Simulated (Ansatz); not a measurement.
# AlNH2Cl (SMILES [NH2][Al][Cl]): UB3LYP/6-31G(d) (spherical functions)

Aim: the vertical doublet–quartet gap of AlNH2Cl at UB3LYP/6-31G* (spherical functions), from 2 runs. 

Program for the calculation: Ansatz 0.2.0.

19 further runs of the same task are left out: 19 set aside as unsound or not needed.

**1. The system as given**

AlNH2Cl has 5 atoms, charge 0, and is taken as a doublet. SMILES: `[NH2][Al][Cl]`. The coordinates come from a PBE0-D4/def2-TZVP relaxation. This is one conformer, not always the lowest.

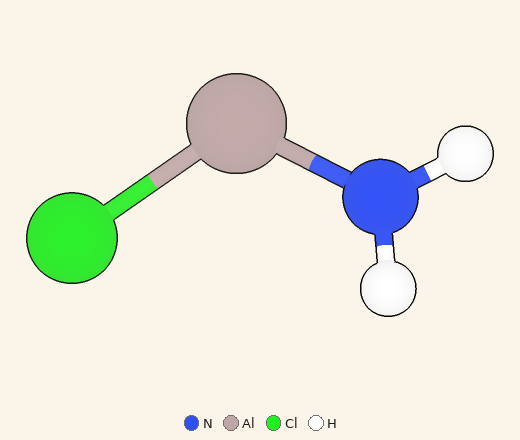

The structure, seen from a chosen angle (nitrogen blue, aluminium light grey, chlorine green, hydrogen white).

**2. A single-point energy at UB3LYP/6-31G(d) (spherical functions)**

The input, job.yaml:

```yaml
crystal:
  periodic: [false, false, false]
  atoms:
    - symbol: N
      position_ang: [-0.549400, 0.461700, -0.232000]
    - symbol: Al
      position_ang: [0.402600, -0.291600, 1.049100]
    - symbol: Cl
      position_ang: [1.907000, -1.649700, 0.440800]
    - symbol: H
      position_ang: [-1.293600, 1.123300, -0.083500]
    - symbol: H
      position_ang: [-0.416600, 0.282700, -1.215900]
basis:
  gaussian:
    orbitals: 6-31Gs-spherical.json
hamiltonian:
  xc: {name: B3LYP}
output:
  orbitals: {seedname: orbitals}
magnetization:
  spin_polarized: true
  initial_magnetization: 1
accuracy: high
```

The basis set 6-31G* is read from a file made from the Basis Set Exchange's data (not shown).

The run is started by

```bash
$ ansatz run job.yaml --threads 1 --pin off --max-ram 2610MiB --events-out events.jsonl --progress --plain --runs-dir runs
```

What it wrote:

```text
Warning: RAYON_NUM_THREADS=1 ignored (pool sized by the plan → 1); use --threads N
Functional definition: B3LYP
  name "B3LYP"
  parameter a0 = 0.2
  parameter ax = 0.72
  parameter ac = 0.81
  exchange = (1 - a0 - ax)*slater_x + ax*b88_x + a0*exact_x
  correlation = (1 - ac)*vwn_rpa_c + ac*lyp_c
1105 factors; integrals over basis functions are off by at most 6.7e-9 eV
mean field evaluation 1: about -20635.9244 eV, gradient 4.3e1 eV
mean field evaluation 2: about -20602.1158 eV, gradient 7.7e1 eV
mean field evaluation 4: about -20643.4205 eV, gradient 5.2e0 eV
mean field evaluation 8: about -20643.6762 eV, gradient 1.4e-1 eV
mean field evaluation 16: about -20643.6764 eV, gradient 5.8e-5 eV
mean field -20643.67638221 eV, -758.6411142598 hartree, gradient 6.6e-8 eV, S^2 0.751576; 0 other end points of the search recorded, 0 dependent functions left out
reference -20643.67641617 eV, -758.6411155080 hartree; 20, 19 occupied and 34, 35 virtual orbitals, 1105 factors
Total energy: -20643.67641617 eV, -758.6411155080 hartree
```

Run time: 10 s. Hardware: 1 thread of Arm Neoverse N1, shared host; peak memory 0.23 GiB.

**3. The quartet, same level**

The input, job.yaml:

```yaml
basis:
  gaussian: {orbitals: 6-31Gs-spherical.json}
crystal:
  periodic: [false, false, false]
  atoms:
    - {symbol: "N", position_ang: [-0.549400, 0.461700, -0.232000]}
    - {symbol: Al, position_ang: [0.402600, -0.291600, 1.049100]}
    - {symbol: Cl, position_ang: [1.907000, -1.649700, 0.440800]}
    - {symbol: H, position_ang: [-1.293600, 1.123300, -0.083500]}
    - {symbol: H, position_ang: [-0.416600, 0.282700, -1.215900]}
accuracy: high
hamiltonian: {xc: {name: B3LYP}}
magnetization: {spin_polarized: true, initial_magnetization: 3}
output: {orbitals: {seedname: orbitals}}
```

The basis set 6-31G* is read from a file made from the Basis Set Exchange's data (not shown).

The run is started by

```bash
$ ansatz run job.yaml --threads 1 --pin off --max-ram 2610MiB --events-out events.jsonl --progress --plain --runs-dir runs
```

What it wrote (excerpt; [...] marks lines left out):

```text
Warning: RAYON_NUM_THREADS=1 ignored (pool sized by the plan → 1); use --threads N
[... 7 set-up lines as earlier in the session ...]
1105 factors; integrals over basis functions are off by at most 6.7e-9 eV
mean field evaluation 1: about -20628.0320 eV, gradient 4.4e1 eV
mean field evaluation 2: about -20577.1595 eV, gradient 9.0e1 eV
mean field evaluation 4: about -20635.3502 eV, gradient 2.1e1 eV
mean field evaluation 8: about -20638.3639 eV, gradient 1.2e0 eV
mean field evaluation 16: about -20638.4785 eV, gradient 3.4e-3 eV
mean field evaluation 32: about -20638.4785 eV, gradient 4.9e-8 eV
mean field -20638.47852305 eV, -758.4500964590 hartree, gradient 4.9e-8 eV, S^2 3.754004; 5 other end points of the search recorded, 0 dependent functions left out
reference -20638.47855690 eV, -758.4500977027 hartree; 21, 18 occupied and 33, 36 virtual orbitals, 1105 factors
Total energy: -20638.47855690 eV, -758.4500977027 hartree
```

It took 15 s on 1 thread of Arm Neoverse N1, shared host; peak memory 0.23 GiB.

**4. Outcome**

Level: UB3LYP/6-31G* (spherical functions).

```
                                        quantity          value
                           doublet: total energy  -758.64112 Eh
     doublet: HOMO energy (highest over α and β)       -5.83 eV
      doublet: LUMO energy (lowest over α and β)       -2.94 eV
                                   doublet: ⟨S²⟩          0.752
                           quartet: total energy  -758.45010 Eh
     quartet: HOMO energy (highest over α and β)       -2.54 eV
                                   quartet: ⟨S²⟩          3.754
vertical energy of the quartet above the doublet       5.198 eV
```

What this shows: At this shape the quartet lies 5.20 eV (120 kcal/mol) above the doublet.
